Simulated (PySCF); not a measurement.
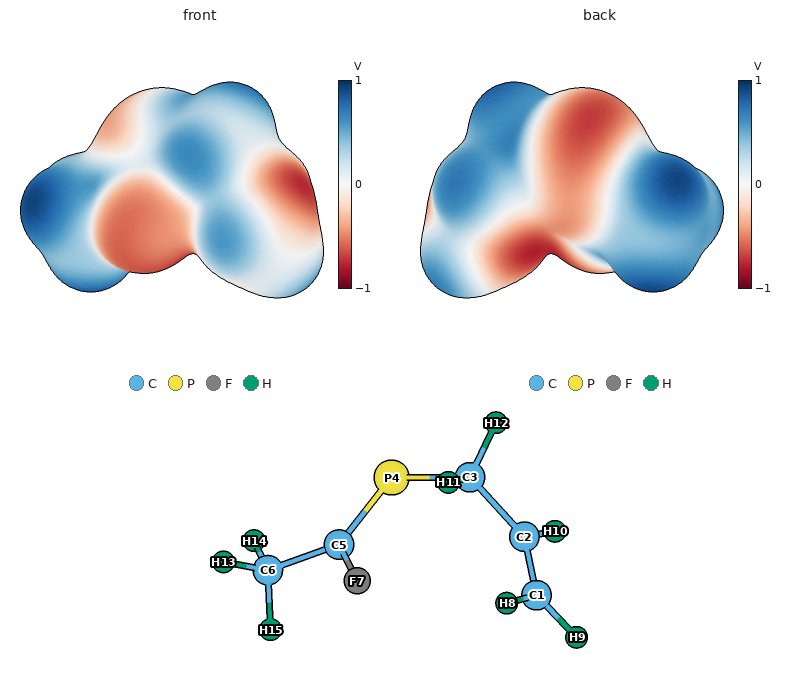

C5H8FP (SMILES C=CC/P=C(/C)F). The molecular electrostatic potential painted on the density surface at 0.002 e/bohr³, seen from the front and from behind; red is negative and blue positive. The bare structure is drawn below in the same view.

Geometry: PBE0-D3(BJ)/def2-SVP.

Theory: CAM-B3LYP/def2-SVPD, SCF density, gas phase in PySCF 2.14.0.

The calculation's input:

```
{"job": {"kind": "uv", "xc": "CAM-B3LYP", "basis": "def2-SVPD", "ip": true, "dynamic": true}, "charge": 0, "multiplicity": 1}
C     -2.337793     0.894615    -0.415118
C     -1.822720    -0.215372    -0.947581
C     -1.056780    -1.251684    -0.189890
P      0.748687    -1.298500    -0.701858
C      1.350379    -0.014680     0.211833
C      2.762535     0.441978     0.215555
F      0.590324     0.711719     1.037850
H     -2.233510     1.116554     0.651297
H     -2.875652     1.621666    -1.028925
H     -1.937211    -0.391456    -2.024693
H     -1.123056    -1.078977     0.894679
H     -1.454669    -2.258324    -0.399968
H      3.188825     0.360450     1.229676
H      3.370973    -0.153288    -0.477287
H      2.816501     1.503701    -0.078158
```

Run with:

```sh
OMP_NUM_THREADS=1 python probes_run.py task.json out
```

> Where is the surface potential most negative and most positive?

The most negative region (about −0.8 V) lies over C1, C2 and F7, the most positive (about +0.9 V) over H13, H14 and H15.

> How polar is the molecule by this calculation?

Its dipole moment is 0.71 D.
